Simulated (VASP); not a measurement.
Band structure of Ni3Al (L1_2). Method: PBE GGA with spin-orbit coupling, VASP's PBE PAW potentials (set 64) (plane waves; VASP 6.6.1).

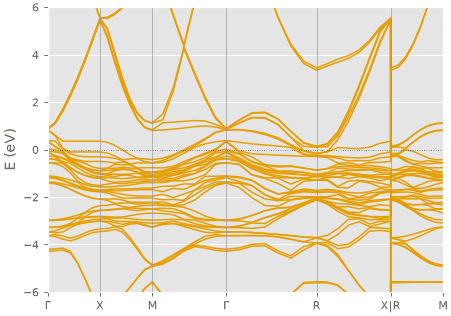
Figure. Bands along high-symmetry lines, zero at the valence-band maximum or, without a gap, the Fermi level

Q: Read the plot: is there a gap, and where are the band edges?

A: It has no gap at this level: it comes out as a metal or semimetal.

The compound is Ni3Al in the L1_2 structure. It was relaxed first.
